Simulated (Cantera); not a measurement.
Charge: 1 mol Nb, 3.1 mol O₂, at 75.0 Torr.

These are equilibrium values from Cantera (NASA tables, ideal gas, pure condensed phases), not measurements of a reactor. Candidate condensed phases: Nb, NbO, NbO₂, Nb₂O₅; 6 gas species. Condensed phases not in the tables: the oxides between NbO₂ and Nb₂O₅. Kinetics and transport are ignored.

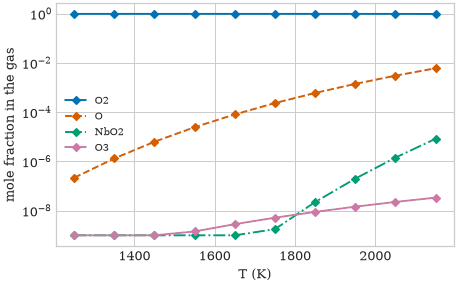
Fig. 1. Equilibrium gas composition (values under 1e-9 drawn at 1e-9)

From 1250 K to 1750 K the condensed part is Nb₂O₅(s). From 1850 K to 2150 K the condensed part is Nb₂O₅(l).
